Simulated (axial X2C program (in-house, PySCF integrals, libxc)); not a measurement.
# BrTcBr⁺: Ω levels from open-shell CI on d4 s0 p(π)0

Aim: the spin–orbit levels of BrTcBr⁺ that arise from the configuration d4 s0 p(π)0 of Tc, and how they move with the bond.

Method: two-component X2C, average-of-configuration Hartree–Fock and CI in the open shells; program: an in-house X2C program for linear molecules on PySCF integrals.

All values are calculated.

### Step 1. Set-up

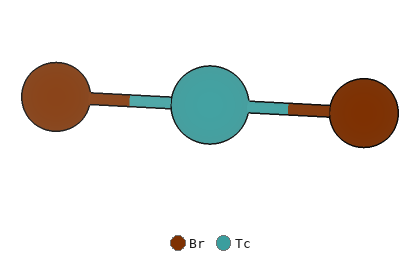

The atoms on one line, bonds 2.378 and 2.378 Å (bromine brown, technetium teal).

Contents of task.json:

```json
{"zs": [35, 43, 35], "q": 1, "bas": ["dyall-v3z", "dyall-v3z", "dyall-v3z"], "r0": 2.42, "metal": 1, "shells": [[2, [0, 1, 2], 4], [0, [0], 0], [1, [1], 0]], "fix": 0, "emax": 3.2, "nroots": 4, "opt": {"cfac": 2}}
```

Keys: zs atomic numbers; q charge; bas basis sets; r0 starting distance in Å; metal index of the metal atom; shells open shells as [l, |m| values, electrons]; fix electron count of the first shell held; emax energy window in eV; nroots roots for each Ω; cfac factor on the speed of light (100 gives the non-relativistic limit).

The run is started by

```bash
$ python soci.py task.json out
```

Two-component X2C with atomic mean-field Coulomb and Gaunt terms, basis Br dyall-v3z, Tc dyall-v3z (cores contracted in-house). Orbitals come from Hartree–Fock averaged over the configuration Tc d4 s0 p(π)0; CI then distributes these electrons over the d, s, p(π) shells of Tc. The speed of light was multiplied by 2, so these are model numbers.

### Step 2. CI at Br–Tc–Br held linear, both bonds 2.378 Å

Output:

```text
average of configuration d4 s0 p(π)0
basis functions 257  fitting functions 1641
iter      average energy  largest gradient
   1      -9378.123585969   1.69e+01
   2      -9380.301665524   1.13e+01
   3      -9382.552742142   5.51e+00
   4      -9382.864232642   3.37e+00
   5      -9382.945973312   4.86e-01
   6      -9382.954418005   2.04e-01
   7      -9382.958464876   1.45e-01
   8      -9382.959112729   5.08e-02
   9      -9382.959479167   5.84e-02
  10      -9382.959539206   1.23e-02
  11      -9382.959549815   2.91e-03
  12      -9382.959551233   1.93e-03
  13      -9382.959551609   1.38e-03
  14      -9382.959551752   8.58e-04
  15      -9382.959551787   2.40e-04
  16      -9382.959551790   5.11e-05
  17      -9382.959551790   1.69e-05
converged
CI levels
2*Omega        energy/Eh    cm-1   g(par)  dipole/D  leading shell counts
    0     -9383.09163305        0   0.000   11.422  {'4 0 0': 1.0}
    2     -9383.09162461        2   4.004   11.422  {'4 0 0': 1.0}
    4     -9383.09159947        7   8.008   11.422  {'4 0 0': 1.0}
    2     -9383.07828926     2929   6.008   11.422  {'4 0 0': 1.0}
    0     -9383.07777854     3041   0.000   11.422  {'4 0 0': 1.0}
    0     -9383.07777023     3043   0.000   11.422  {'4 0 0': 1.0}
    2     -9383.07724602     3158   2.000   11.422  {'4 0 0': 1.0}
    4     -9383.07670475     3276   6.004   11.422  {'4 0 0': 1.0}
    6     -9383.07615128     3398  10.008   11.422  {'4 0 0': 1.0}
    6     -9383.03423004    12599   6.002   11.422  {'4 0 0': 1.0}
    8     -9383.03422012    12601  10.002   11.422  {'4 0 0': 1.0}
    4     -9383.03409043    12629   2.001   11.422  {'4 0 0': 1.0}
    4     -9383.03084035    13342   5.995   11.422  {'4 0 0': 1.0}
    2     -9383.02964892    13604   1.996   11.422  {'4 0 0': 1.0}
    0     -9383.02847748    13861   0.000   11.422  {'4 0 0': 1.0}
    0     -9383.02835262    13888   0.000   11.422  {'4 0 0': 1.0}
    6     -9383.02212419    15255   8.004   11.422  {'4 0 0': 1.0}
    6     -9383.02053822    15604   4.003   11.422  {'4 0 0': 1.0}
    8     -9383.02045037    15623   8.002   11.422  {'4 0 0': 1.0}
   10     -9383.02030230    15655  12.003   11.422  {'4 0 0': 1.0}
    0     -9383.01406064    17025   0.000   11.422  {'4 0 0': 1.0}
    0     -9383.01376988    17089   0.000   11.422  {'4 0 0': 1.0}
    0     -9383.01375823    17092   0.000   11.422  {'4 0 0': 1.0}
    8     -9383.00937198    18054  12.002   11.422  {'4 0 0': 1.0}
    8     -9383.00677566    18624   5.998   11.422  {'4 0 0': 1.0}
   10     -9383.00579792    18839  10.001   11.422  {'4 0 0': 1.0}
   12     -9383.00483602    19050  13.934   11.422  {'4 0 0': 1.0}
   12     -9383.00165402    19748  12.071   11.422  {'4 0 0': 1.0}
   10     -9382.98485368    23435  10.001   11.422  {'4 0 0': 1.0}
```

Dipoles in the output refer to the first atom as origin, so for this ion they depend on that choice.

It took 3.7 s on 1 thread of Arm Neoverse V2, shared host; peak memory 0.55 GiB.

Active spinors (ω > 0; filled shells left out):

```
shell    ω  ε (eV)                     character
    d  3/2  -12.92                     100% Tc d
    d  5/2  -12.87                     100% Tc d
    d  1/2  -11.77            77% Tc d, 20% Br p
    d  3/2  -11.73            76% Tc d, 22% Br p
    d  1/2  -11.39  64% Tc d, 22% Tc s, 14% Br p
    s  1/2   -3.05   70% Tc s, 17% Tc d, 6% Br p
 p(π)  1/2   -3.13             86% Tc p, 4% Tc f
 p(π)  3/2   -3.10             86% Tc p, 4% Tc f
```

The levels:

```csv
Ω,energy (cm⁻¹),g∥,configuration
0,0,0.00,100% d4
1,2,4.00,100% d4
2,7,8.01,100% d4
1,2929,6.01,100% d4
0,3041,0.00,100% d4
0,3043,0.00,100% d4
1,3158,2.00,100% d4
2,3276,6.00,100% d4
3,3398,10.01,100% d4
3,12599,6.00,100% d4
4,12601,10.00,100% d4
2,12629,2.00,100% d4
2,13342,5.99,100% d4
1,13604,2.00,100% d4
0,13861,0.00,100% d4
0,13888,0.00,100% d4
3,15255,8.00,100% d4
3,15604,4.00,100% d4
4,15623,8.00,100% d4
5,15655,12.00,100% d4
```

g∥ is the magnitude of 2⟨Lz + ge Sz⟩ for the +Ω component.

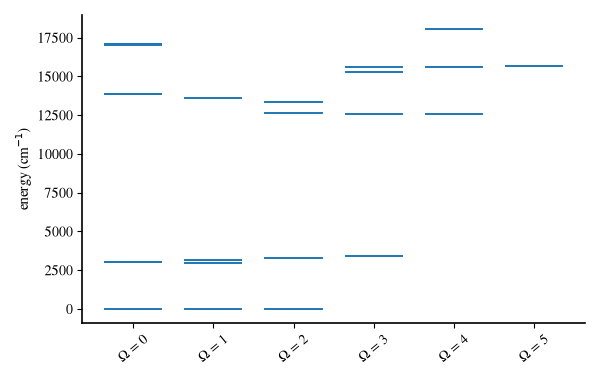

The lowest levels by Ω.

### Step 3. The same at Br–Tc–Br held linear, both bonds 2.473 Å

```
Ω  energy (cm⁻¹)     g∥  configuration
0              0   0.00        100% d4
1              2   4.00        100% d4
2              6   8.01        100% d4
1           3780   6.01        100% d4
0           3892   0.00        100% d4
0           3894   0.00        100% d4
1           4010   2.00        100% d4
2           4129   6.00        100% d4
3           4251  10.01        100% d4
4          13566  10.00        100% d4
```

### Step 4. Curves along the symmetric stretch (R is each bond)

The same input was run at the other distances (logs left out). Energies in cm⁻¹ from the lowest point; levels are followed by energy order within each Ω.

| R (Å) | (1)Ω=0 | (1)Ω=1 | (1)Ω=2 | (2)Ω=1 | (2)Ω=0 | (3)Ω=0 | (3)Ω=1 |
| --- | --- | --- | --- | --- | --- | --- | --- |
| 2.212 | 6643 | 6646 | 6656 | 7149 | 7258 | 7265 | 7376 |
| 2.295 | 1765 | 1767 | 1774 | 3662 | 3773 | 3776 | 3890 |
| 2.378 | 0 | 2 | 7 | 2929 | 3041 | 3043 | 3158 |
| 2.473 | 738 | 739 | 744 | 4517 | 4630 | 4632 | 4747 |
| 2.568 | 3524 | 3525 | 3529 | 7950 | 8064 | 8066 | 8183 |
| 2.675 | 8244 | 8244 | 8246 | 13221 | 13334 | 13339 | 13456 |
| 2.806 | 15268 | 15268 | 15268 | 20916 | 21023 | 21035 | 21148 |

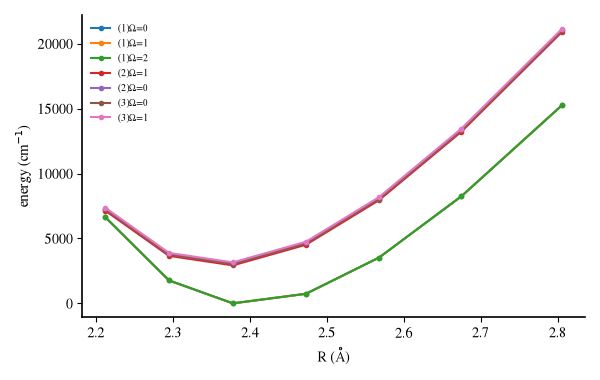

The lowest levels along the scan.

Constants where the minimum is well bracketed:

```
level of the curve  Te (cm⁻¹)  Re (Å)  ωe (cm⁻¹)
            (1)Ω=0          0   2.397      255.3
            (1)Ω=1          2   2.397      255.3
            (1)Ω=2          7   2.397      255.2
            (2)Ω=1       2946   2.363      257.0
            (2)Ω=0       3058   2.363      257.0
            (3)Ω=0       3060   2.363      257.0
            (3)Ω=1       3175   2.363      257.0
```

### Step 5. Summary of results

```
                 quantity                      value
lowest level of the model  Ω = 0, g∥ = 0.00, 100% d4
               next level       Ω = 1, 2 cm⁻¹ higher
  lowest curve, Re and ωe        2.397 Å, 255.3 cm⁻¹
```

From 2.378 to 2.473 Å the gap from the lowest to the fifth level goes from 3041 to 3892 cm⁻¹. Without dynamic correlation distances can be off by several hundredths of an Å, and the wavenumbers are rough. Dynamic correlation is missing, so gaps between terms are too wide and other configurations may lie lower; the lowest level listed is that of this model, not necessarily the ground state. For d shells the ligand-field splittings (σ, π, δ) and their order can be off by a thousand cm⁻¹ or more. At most 4 roots were kept for each Ω > 0 (twice that for Ω = 0) within 3.2 eV of the lowest, so higher up levels can be missing between those listed; levels with Ω > 0 are doubly degenerate and listed once, Ω = 0 levels singly. The open spinors mix strongly with ligand orbitals, which this small active space describes poorly. Some active spinors are only partly of the character that their shell is named for, so the shell names and counts are nominal. States that fill the shells left empty in the average are placed too high. The molecule was held linear; bending was not examined.
